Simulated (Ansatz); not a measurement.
**SnH3F (SnFH3): HSE06/STO-3G**

Aim: the electronic atomisation energy of SnH3F (SnFH3) at HSE06/STO-3G, from 4 runs. 

The results are computed with Ansatz 0.2.0.

50 further runs of the same task are left out: 7 that didn't finish, 43 set aside as unsound or not needed.

### 1 The structure to begin with

SnH3F: 5 atoms, total charge 0, spin state singlet. As SMILES, `[H][Sn]([H])([H])[F]`. The shape comes from GFN2-xTB, which is rough for such elements, and wasn't checked as a minimum.

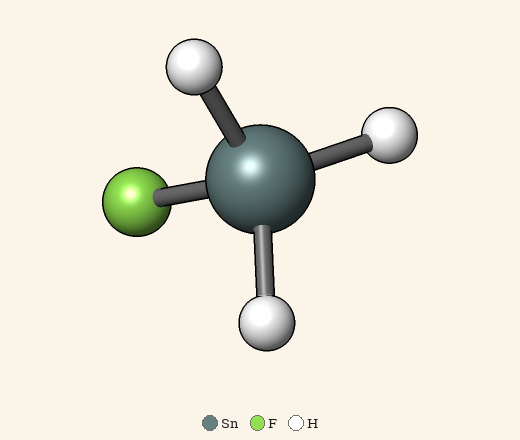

The structure, seen from a chosen angle (tin teal, fluorine green, hydrogen white).

### 2 A single-point energy at HSE06/STO-3G

File in.yaml:

```yaml
crystal:
  periodic: [false, false, false]
  atoms:
    - symbol: Sn
      position_ang: [-0.002590, 0.002420, -0.166930]
    - symbol: F
      position_ang: [0.011740, -0.019270, 1.757340]
    - symbol: H
      position_ang: [1.619230, 0.010970, -0.538180]
    - symbol: H
      position_ang: [-0.817750, 1.408460, -0.512480]
    - symbol: H
      position_ang: [-0.810630, -1.402580, -0.539750]
basis:
  gaussian: {orbitals: STO-3G}
hamiltonian: {xc: {name: HSE06}}
accuracy: high
```

Started as:

```console
ansatz run in.yaml --threads 1 --pin off --max-ram 2610MiB --events-out events.jsonl --progress --plain --runs-dir runs
```

Log:

```text
Warning: RAYON_NUM_THREADS=1 ignored (pool sized by the plan → 1); use --threads N
Functional definition: HSE06
  name "HSE06"
  parameter a = 0.25
  parameter omega = 0.11/bohr
  exchange = pbe_x - a*pbe_x_sr(omega) + a*exact_x_sr(omega)
  correlation = pbe_c
640 factors; integrals over basis functions are off by at most 4.9e-9 eV
52 factors; integrals over basis functions are off by at most 8.5e-10 eV
mean field evaluation 1: about -165040.3197 eV, gradient 1.5e1 eV
mean field evaluation 2: about -165039.3594 eV, gradient 2.4e1 eV
mean field evaluation 4: about -165041.5527 eV, gradient 4.2e-1 eV
mean field evaluation 8: about -165041.4838 eV, gradient 1.3e-3 eV
mean field evaluation 16: about -165041.4838 eV, gradient 3.8e-8 eV
mean field -165041.48383034 eV, -6065.1626616293 hartree, gradient 3.8e-8 eV, S^2 0.000000; 0 other end points of the search recorded, 0 dependent functions left out
reference -165041.48383200 eV, -6065.1626616904 hartree; 31, 31 occupied and 4, 4 virtual orbitals, 640 factors
Total energy: -165041.48383200 eV, -6065.1626616904 hartree
```

Run time: 3.9 s. Hardware: 1 thread of Arm Neoverse N1, shared host; peak memory 0.12 GiB.

### 3 The F atom, same level

File run.yaml:

```yaml
crystal:
  periodic: [false, false, false]
  atoms:
    - {symbol: F, position_ang: [0.000000, 0.000000, 0.000000]}
basis:
  gaussian: {orbitals: STO-3G}
accuracy: high
magnetization: {spin_polarized: true, initial_magnetization: 1}
hamiltonian: {xc: {name: HSE06}}
```

Run the same way, it converges to -98.19947 Eh (log not shown).

### 4 The H atom

File run.yaml:

```yaml
crystal:
  periodic: [false, false, false]
  atoms:
    - symbol: H
      position_ang: [0.000000, 0.000000, 0.000000]
basis:
  gaussian: {orbitals: STO-3G}
magnetization: {spin_polarized: true, initial_magnetization: 1}
hamiltonian: {xc: hse06}
accuracy: high
```

Started as:

```console
ansatz run run.yaml --threads 1 --pin off --max-ram 2610MiB --events-out events.jsonl --progress --plain --runs-dir runs
```

Log:

```text
Warning: RAYON_NUM_THREADS=1 ignored (pool sized by the plan → 1); use --threads N
Functional definition: HSE06
  name "HSE06"
  parameter a = 0.25
  parameter omega = 0.11/bohr
  exchange = pbe_x - a*pbe_x_sr(omega) + a*exact_x_sr(omega)
  correlation = pbe_c
1 factors; integrals over basis functions are off by at most 4.6e-10 eV
1 factors; integrals over basis functions are off by at most 1.8e-10 eV
mean field evaluation 1: about -12.6861 eV, gradient 0.0e0 eV
mean field evaluation 2: about -12.6860 eV, gradient 0.0e0 eV
mean field -12.68600353 eV, -0.4662020310 hartree, gradient 0.0e0 eV, S^2 0.750000; 0 other end points of the search recorded, 0 dependent functions left out
reference -12.68600463 eV, -0.4662020713 hartree; 1, 0 occupied and 0, 1 virtual orbitals, 1 factors
Total energy: -12.68600463 eV, -0.4662020713 hartree
```

Wall time 0.2 s (1 thread of Arm Neoverse N1, shared host).

### 5 The Sn atom at the same level

File in.yaml:

```yaml
crystal:
  periodic: [false, false, false]
  atoms:
    - symbol: Sn
      position_ang: [0.000000, 0.000000, 0.000000]
basis:
  gaussian:
    orbitals: STO-3G
accuracy: high
hamiltonian:
  xc: {name: HSE06}
magnetization:
  spin_polarized: true
  initial_magnetization: 2
```

Run the same way, it converges to -5964.93119 Eh (log not shown).

### 6 What came out

Level: HSE06/STO-3G.

| quantity | value |
| --- | --- |
| molecule: total energy | -6065.16266 Eh |
| F atom: total energy | -98.19947 Eh |
| F atom: ⟨S²⟩ | 0.750 |
| H atom: total energy | -0.46620 Eh |
| H atom: ⟨S²⟩ | 0.750 |
| Sn atom: total energy | -5964.93119 Eh |
| Sn atom: ⟨S²⟩ | 2.000 |
| electronic atomisation energy | 17.236 eV |

Taking the molecule apart into free atoms costs 17.24 eV (1663 kJ/mol), before zero-point energy and without spin-orbit coupling. In a minimal basis such a difference can be off by several eV, whatever the method. Relativity is left out (molecule) although the molecule holds a heavy atom. Relativity is left out (Sn atom) although the molecule holds a heavy atom.
